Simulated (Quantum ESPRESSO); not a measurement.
# CdS (Hawleyite): modes at Γ and the response to a field, part 2 of 2

Which modes does CdS (Hawleyite) have at the zone centre?

Quantum ESPRESSO 7.5; DFT LDA, scalar-relativistic, plane waves, GBRV ultrasoft pseudopotentials.

So far. Step 4 (Relaxation): Little changed from the start: no atom moved by 0.005 Å and no cell edge by 0.1 %. Step 5 (Ground state): The cell stands at 0.29 GPa, close enough for stiff modes, while soft ones can move. The relaxed cell has a = 5.749 Å (conventional setting).

## 6. Linear response at Γ

At q = 0 one unit cell holds all displacements; symmetry groups them into irreducible representations that are solved one by one. The response to a field gives ε∞ and the Born charges, which polar modes need.

Input file ph.in:

```
phonons
&INPUTPH
  prefix = 'x'
  outdir = './tmp'
  fildyn = 'g.dyn'
  tr2_ph = 1.0d-18
  epsil  = .true.
/
0.000000000000 0.000000000000 0.000000000000
```

Run with:

```bash
OMP_NUM_THREADS=1 mpirun -n 4 ph.x -nk 4 -in ph.in > ph.out
```

Log:

```text
[banners, grids, parts of the stress and lines that vanish by symmetry left out]
[banner, memory and clock lines left out]
Program PHONON v.7.5

     ./tmp/x.save/

     IMPORTANT: XC functional enforced from input :
     Exchange-correlation= PZ
                           (   1   1   0   0   0   0   0)
     Any further DFT definition will be discarded
     Please, verify this is what you really want

     G-vector sticks info

     negative rho (up, down):  1.980E-02 0.000E+00
     Reading collected, re-writing distributed wavefunctions in ./tmp/

     Number and degeneracy of irreps per q-point
       N         xq(1)         xq(2)         xq(3)   N irreps
       1   0.000000000   0.000000000   0.000000000       2
        3   3

     Calculation of q =    0.0000000   0.0000000   0.0000000

     phonons

     bravais-lattice index     =            2
     lattice parameter (alat)  =      10.8634  a.u.
     unit-cell volume          =     320.5030 (a.u.)^3
     number of atoms/cell      =            2
     number of atomic types    =            2
     kinetic-energy cut-off    =      50.0000  Ry
     charge density cut-off    =     400.0000  Ry
     convergence threshold     =      1.0E-18
     beta                      =       0.7000
     number of iterations used =            4
     Exchange-correlation= PZ
                           (   1   1   0   0   0   0   0)

     celldm(1)=   10.86336  celldm(2)=    0.00000  celldm(3)=    0.00000
     celldm(4)=    0.00000  celldm(5)=    0.00000  celldm(6)=    0.00000

     crystal axes: (cart. coord. in units of alat)
               a(1) = ( -0.5000  0.0000  0.5000 )
               a(2) = (  0.0000  0.5000  0.5000 )
               a(3) = ( -0.5000  0.5000  0.0000 )

     reciprocal axes: (cart. coord. in units 2 pi/alat)
               b(1) = ( -1.0000 -1.0000  1.0000 )
               b(2) = (  1.0000  1.0000  1.0000 )
               b(3) = ( -1.0000  1.0000 -1.0000 )

     Atoms inside the unit cell:

     Cartesian axes

     site n.  atom      mass           positions (alat units)
        1  Cd    112.4140   tau(    1) = (    0.00000    0.00000    0.00000  )
        2  S      32.0600   tau(    2) = (   -0.25000    0.25000    0.25000  )

     Computing dynamical matrix for
                    q = (   0.0000000   0.0000000   0.0000000 )

     25 Sym.Ops. (with q -> -q+G )

     G cutoff = 1195.7167  (  43407 G-vectors)     FFT grid: ( 50, 50, 50)
     G cutoff =  597.8583  (  15353 G-vectors)  smooth grid: ( 36, 36, 36)
     number of k points=    29
                       cart. coord. in units 2pi/alat
        k(    1) = (   0.0000000   0.0000000   0.0000000), wk =   0.0039062
        k(    2) = (  -0.1250000   0.1250000  -0.1250000), wk =   0.0312500
        k(    3) = (  -0.2500000   0.2500000  -0.2500000), wk =   0.0312500
        [... further k-points left out ...]

     PseudoPot. # 1 for Cd read from file:
     ./pseudo/Cd.upf
     Pseudo is Ultrasoft + core correction, Zval = 12.0
     Using radial grid of  889 points,  6 beta functions with:
                l(1) =   0
                l(2) =   0
                l(3) =   1
                l(4) =   1
                l(5) =   2
                l(6) =   2
     Q(r) pseudized with  6 coefficients,  rinner =    1.000   1.000   1.000
                                                       1.000   1.000

     PseudoPot. # 2 for S  read from file:
     ./pseudo/S.upf
     Pseudo is Ultrasoft + core correction, Zval =  6.0
     Using radial grid of  907 points,  6 beta functions with:
                l(1) =   0
                l(2) =   0
                l(3) =   1
                l(4) =   1
                l(5) =   2
                l(6) =   2
     Q(r) pseudized with  8 coefficients,  rinner =    1.300   1.300   1.300
                                                       1.300   1.300

     Mode symmetry, T_d (-43m)  point group:

     Electric field:
     Dielectric constant
     Born effective charges as d Force / d E

     Atomic displacements:
     There are    2 irreducible representations

     Representation     1      3 modes -  To be done

     Representation     2      3 modes -  To be done

     Alpha used in Ewald sum =   2.8000

     negative rho (up, down):  1.980E-02 0.000E+00

     Electric Fields Calculation

      iter #   1   av.it.:   8.0
      thresh= 1.000E-02 alpha_mix =  0.700 |ddv_scf|^2 =  4.987E-08

      iter #   2   av.it.:  17.3
      thresh= 2.233E-05 alpha_mix =  0.700 |ddv_scf|^2 =  4.472E-09

      iter #   3   av.it.:  16.9
      thresh= 6.688E-06 alpha_mix =  0.700 |ddv_scf|^2 =  5.058E-11

      iter #   4   av.it.:  17.0
      thresh= 7.112E-07 alpha_mix =  0.700 |ddv_scf|^2 =  1.980E-12

      iter #   5   av.it.:  17.1
      thresh= 1.407E-07 alpha_mix =  0.700 |ddv_scf|^2 =  1.417E-13

      iter #   6   av.it.:  17.1
      thresh= 3.764E-08 alpha_mix =  0.700 |ddv_scf|^2 =  8.989E-16

      iter #   7   av.it.:  17.2
      thresh= 2.998E-09 alpha_mix =  0.700 |ddv_scf|^2 =  1.811E-17

      iter #   8   av.it.:  17.5
      thresh= 4.255E-10 alpha_mix =  0.700 |ddv_scf|^2 =  9.040E-20

     End of electric fields calculation

          Dielectric constant in cartesian axis

          (       7.622648824       0.000000000       0.000000000 )
          (       0.000000000       7.622648824      -0.000000000 )
          (       0.000000000      -0.000000000       7.622648824 )

          Effective charges (d Force / dE) in cartesian axis without acoustic sum rule applied (asr)

           atom    1  Cd    Mean Z*:        2.16583
      Ex  (        2.16583        0.00000        0.00000 )
      Ey  (        0.00000        2.16583       -0.00000 )
      Ez  (        0.00000       -0.00000        2.16583 )
           atom    2  S     Mean Z*:       -2.19177
      Ex  (       -2.19177        0.00000       -0.00000 )
      Ey  (       -0.00000       -2.19177       -0.00000 )
      Ez  (       -0.00000       -0.00000       -2.19177 )

          Effective charges Sum: Mean:       -0.02594
             -0.02594        0.00000        0.00000
              0.00000       -0.02594       -0.00000
              0.00000       -0.00000       -0.02594

          Effective charges (d Force / dE) in cartesian axis with asr applied:
           atom    1  Cd    Mean Z*:        2.17880
      E*x (        2.17880        0.00000        0.00000 )
      E*y (        0.00000        2.17880       -0.00000 )
      E*z (        0.00000       -0.00000        2.17880 )
           atom    2  S     Mean Z*:       -2.17880
      E*x (       -2.17880       -0.00000       -0.00000 )
      E*y (       -0.00000       -2.17880        0.00000 )
      E*z (       -0.00000        0.00000       -2.17880 )

     Representation #   1 modes #   1   2   3

     Self-consistent Calculation

      iter #   1   av.it.:   7.1
      thresh= 1.000E-02 alpha_mix =  0.700 |ddv_scf|^2 =  8.818E-08

      iter #   2   av.it.:  17.6
      thresh= 2.969E-05 alpha_mix =  0.700 |ddv_scf|^2 =  1.104E-08

      iter #   3   av.it.:  17.2
      thresh= 1.051E-05 alpha_mix =  0.700 |ddv_scf|^2 =  1.135E-10

      iter #   4   av.it.:  17.5
      thresh= 1.066E-06 alpha_mix =  0.700 |ddv_scf|^2 =  3.449E-12

      iter #   5   av.it.:  17.3
      thresh= 1.857E-07 alpha_mix =  0.700 |ddv_scf|^2 =  9.657E-14

      iter #   6   av.it.:  17.6
      thresh= 3.108E-08 alpha_mix =  0.700 |ddv_scf|^2 =  4.241E-16

[...]
End of self-consistent calculation

     Convergence has been achieved

     Representation #   2 modes #   4   5   6

     Self-consistent Calculation

[...]
iter #   2   av.it.:  17.6
      thresh= 9.547E-05 alpha_mix =  0.700 |ddv_scf|^2 =  1.314E-07

      iter #   3   av.it.:  17.4
      thresh= 3.625E-05 alpha_mix =  0.700 |ddv_scf|^2 =  1.478E-10

      iter #   4   av.it.:  18.1
      thresh= 1.216E-06 alpha_mix =  0.700 |ddv_scf|^2 =  6.291E-12

      iter #   5   av.it.:  18.3
      thresh= 2.508E-07 alpha_mix =  0.700 |ddv_scf|^2 =  1.228E-13

      iter #   6   av.it.:  17.9
      thresh= 3.504E-08 alpha_mix =  0.700 |ddv_scf|^2 =  3.750E-16

      iter #   7   av.it.:  18.1
      thresh= 1.936E-09 alpha_mix =  0.700 |ddv_scf|^2 =  9.529E-18

      iter #   8   av.it.:  17.9
      thresh= 3.087E-10 alpha_mix =  0.700 |ddv_scf|^2 =  1.352E-19

     End of self-consistent calculation

     Convergence has been achieved

     Number of q in the star =    1
     List of q in the star:
          1   0.000000000   0.000000000   0.000000000

          Dielectric constant in cartesian axis

          (       7.622648824       0.000000000       0.000000000 )
          (       0.000000000       7.622648824      -0.000000000 )
          (       0.000000000      -0.000000000       7.622648824 )

          Effective charges (d Force / dE) in cartesian axis without acoustic sum rule applied (asr)

           atom    1  Cd    Mean Z*:        2.16583
      Ex  (        2.16583        0.00000        0.00000 )
      Ey  (        0.00000        2.16583       -0.00000 )
      Ez  (        0.00000       -0.00000        2.16583 )
           atom    2  S     Mean Z*:       -2.19177
      Ex  (       -2.19177        0.00000       -0.00000 )
      Ey  (       -0.00000       -2.19177       -0.00000 )
      Ez  (       -0.00000       -0.00000       -2.19177 )

          Effective charges Sum: Mean:       -0.02594
             -0.02594        0.00000        0.00000
              0.00000       -0.02594       -0.00000
              0.00000       -0.00000       -0.02594

          Effective charges (d Force / dE) in cartesian axis with asr applied:
           atom    1  Cd    Mean Z*:        2.17880
      E*x (        2.17880        0.00000        0.00000 )
      E*y (        0.00000        2.17880       -0.00000 )
      E*z (        0.00000       -0.00000        2.17880 )
           atom    2  S     Mean Z*:       -2.17880
      E*x (       -2.17880       -0.00000       -0.00000 )
      E*y (       -0.00000       -2.17880        0.00000 )
      E*z (       -0.00000        0.00000       -2.17880 )

     Diagonalizing the dynamical matrix

     q = (    0.000000000   0.000000000   0.000000000 )

 **************************************************************************
     freq (    1) =      -0.196712 [THz] =      -6.561607 [cm-1]
     freq (    2) =      -0.196712 [THz] =      -6.561607 [cm-1]
     freq (    3) =      -0.196712 [THz] =      -6.561607 [cm-1]
     freq (    4) =       7.443342 [THz] =     248.283174 [cm-1]
     freq (    5) =       7.443342 [THz] =     248.283174 [cm-1]
     freq (    6) =       7.443342 [THz] =     248.283174 [cm-1]
 **************************************************************************

     Mode symmetry, T_d (-43m)  point group:

     freq (   1-   3) =         -6.6  [cm-1]   --> T_2  G_15 P_4   I+R
     freq (   4-   6) =        248.3  [cm-1]   --> T_2  G_15 P_4   I+R
```

Wall time 1.8 min (4 MPI ranks of Arm Neoverse V2, shared host); 7 min of CPU time.

This step gave:

```
miss of the charge sum rule                                       : 0.02594 e
largest acoustic frequency at the zone centre before the sum rule : -6.56 cm⁻¹
highest optical zone-centre mode (no LO-TO term)                  : 248.3 cm⁻¹
lowest optical zone-centre mode                                   : 248.3 cm⁻¹
mean high-frequency dielectric constant                           : 7.623
largest Born charge in size (third of the trace)                  : 2.192 e
```

Born charge (rows field, columns displacement), before the sum rule (e), principal values of the symmetric part by kind of site:

| atom | atoms with these values | low | middle | high | mean |
| --- | --- | --- | --- | --- | --- |
| Cd1 | 1 | 2.17 | 2.17 | 2.17 | 2.17 |
| S2 | 1 | -2.19 | -2.19 | -2.19 | -2.19 |

In full for Cd1:

```
2.17 0.00 0.00
0.00 2.17 0.00
0.00 0.00 2.17
```

High-frequency dielectric tensor:

```
7.62 0.00 0.00
0.00 7.62 0.00
0.00 0.00 7.62
```

The acoustic modes at Γ come out as far as 6.6 cm⁻¹ from zero, where they should vanish, a small numerical error; the Born charges miss their sum rule by 0.026 e, which is fair.

## 7. Modes with the sum rule

A rigid shift of the crystal must cost nothing, but grids and finite bases break this; the acoustic sum rule is imposed before the matrix is diagonalised again. With Born charges the intensities follow, and the static dielectric tensor.

Input file dynmat.in:

```
&INPUT
  fildyn = 'g.dyn'
  asr    = 'simple'
  fileig = 'dynmat.eig'
  lperm  = .true.
/
```

Run with:

```bash
dynmat.x -in dynmat.in > dynmat.out
```

Log:

```text
[banner, memory and clock lines left out]
Program DYNMAT v.7.5

     Reading Dynamical Matrix from file g.dyn
     ...Force constants read
     ...epsilon and Z* read
     A direction for q was not specified:TO-LO splitting will be absent

     Polarizability (A^3 units)
     multiply by 0.311764 for Clausius-Mossotti correction
        25.029796    0.000000    0.000000
         0.000000   25.029796   -0.000000
         0.000000   -0.000000   25.029796

     IR activities are in (D/A)^2/amu units

# mode   [cm-1]    [THz]      IR
    1     -0.00   -0.0000    0.0000
    2     -0.00   -0.0000    0.0000
    3      0.00    0.0000    0.0000
    4    248.38    7.4462    4.3904
    5    248.38    7.4462    4.3904
    6    248.38    7.4462    4.3904

Electronic dielectric permittivity tensor (relative, adimensional)
         7.622649    0.000000    0.000000
         0.000000    7.622649   -0.000000
         0.000000   -0.000000    7.622649

 ... with zone-center polar mode contributions
        10.818614    0.000000    0.000000
         0.000000   10.818614    0.000000
         0.000000    0.000000   10.818614
```

It took 0.45 s on 1 thread.

This step gave:

| Item | Value |
| --- | --- |
| highest optical zone-centre mode (no LO-TO term) | 248.4 cm⁻¹ |
| lowest optical zone-centre mode | 248.4 cm⁻¹ |
| mean static dielectric constant | 10.82 |

Unit eigenvectors of the mass-weighted matrix after the sum rule; no LO-TO term. Modes at Γ, with each element's share of the kinetic energy:

| mode | frequency (cm⁻¹) | symmetry | Cd % | S % |
| --- | --- | --- | --- | --- |
| 1 | 0.0 | acoustic | 78 | 22 |
| 2 | 0.0 | acoustic | 78 | 22 |
| 3 | 0.0 | acoustic | 78 | 22 |
| 4 | 248.4 | T2 | 22 | 78 |
| 5 | 248.4 | T2 | 22 | 78 |
| 6 | 248.4 | T2 | 22 | 78 |

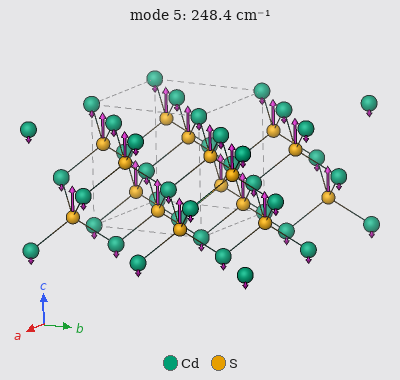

Displacement patterns of mode 5 at Γ; arrows are exaggerated. Bonds to atoms that aren't drawn are left out. 2×2×1 conventional cells are drawn. Some periodic images of atoms are drawn too.

Degenerate modes summed, no LO-TO term. Lines of the infrared spectrum (strongest = 100):

| position (cm⁻¹) | lines merged | label | IR intensity, relative |
| --- | --- | --- | --- |
| 248 | 3 | T2 | 100 |

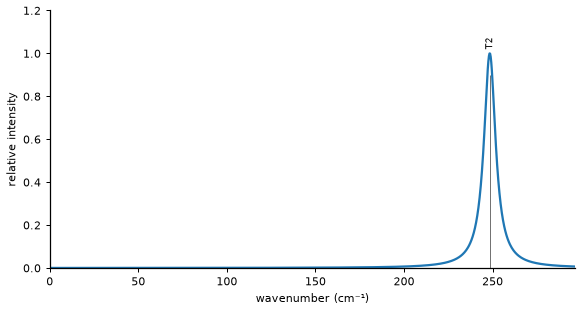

The infrared spectrum, broadened with Lorentzians of width 8 cm⁻¹; bars mark the lines.

Static dielectric tensor (ions relaxed, fixed cell):

```
10.82  0.00  0.00
 0.00 10.82  0.00
 0.00  0.00 10.82
```

The rule moves no optical mode by more than 0.2 cm⁻¹.

## 8. The LO-TO splitting (1 0 0)

A longitudinal polar mode sets up a macroscopic field that stiffens it; the term hangs on the direction from which q goes to zero.

Input file dynmat.in:

```
&INPUT
  fildyn = 'g.dyn'
  asr    = 'simple'
  fileig = 'dynmat.eig'
  q(1)   = 1.0
  q(2)   = 0.0
  q(3)   = 0.0
/
```

Run with:

```bash
dynmat.x -in dynmat.in > dynmat.out
```

Log:

```text
[banner, memory and clock lines left out]
Program DYNMAT v.7.5

     Reading Dynamical Matrix from file g.dyn
     ...Force constants read
     ...epsilon and Z* read

     Polarizability (A^3 units)
     multiply by 0.311764 for Clausius-Mossotti correction
        25.029796    0.000000    0.000000
         0.000000   25.029796   -0.000000
         0.000000   -0.000000   25.029796

     IR activities are in (D/A)^2/amu units

# mode   [cm-1]    [THz]      IR
    1     -0.00   -0.0000    0.0000
    2     -0.00   -0.0000    0.0000
    3     -0.00   -0.0000    0.0000
    4    248.38    7.4462    4.3904
    5    248.38    7.4462    4.3904
    6    295.90    8.8709    4.3904
```

Run time: 0.45 s. Hardware: 1 thread.

Numbers from this step:

| Property | Result |
| --- | --- |
| highest mode moved by the LO-TO term | 295.9 cm⁻¹ |

Zone-centre frequencies as printed; negative means imaginary. Modes:

| mode | frequency (cm⁻¹) |
| --- | --- |
| 1 | 0 |
| 2 | 0 |
| 3 | 0 |
| 4 | 248.4 |
| 5 | 248.4 |
| 6 | 295.9 |

The field moves one mode, from 248 to 296 cm⁻¹; the others stay.

## 9. What came out

* space group after relaxation: F-43m
* volume per atom: 23.7 Å³
* gap on the k-mesh: 0.920 eV
* highest optical zone-centre mode (no LO-TO term): 248.4 cm⁻¹
* highest mode moved by the LO-TO term (probably not converged in the k mesh): 295.9 cm⁻¹
* mean high-frequency dielectric constant (probably not converged in the k mesh): 7.62
* largest Born charge in size (third of the trace) (probably not converged in the k mesh): 2.19 e
* mean static dielectric constant (probably not converged in the k mesh): 10.8
* imaginary optical modes at the zone centre (no q mesh in this session): none

What this shows: At the LDA level the optical modes of CdS (Hawleyite) at the zone centre (no LO-TO term) lie at 248 cm⁻¹. Along the directions run, the highest mode that the macroscopic field moves lies at 296 cm⁻¹. Lattice motion raises the mean dielectric constant from 7.623 to 10.82. ε∞, the Born charges and what follows from them are probably not converged in the k mesh. The Lyddane-Sachs-Teller relation holds: (ωLO/ωTO)² is 1.42 and ε₀/ε∞ is 1.42. These are harmonic frequencies at zero temperature: anharmonic shifts and linewidths and thermal expansion are left out.

[Host names and launcher messages were left out of these logs when they were recorded.]

[Logs are printed without paths, hosts, clocks, repeated set-up lines and the standing remarks that a program may print on its own settings, such as how far it seeks lower states.]

[Hosts, paths, dates, database ids (printed as entryN), source tags and the programs' standing remarks are cut or masked in the printed files.]
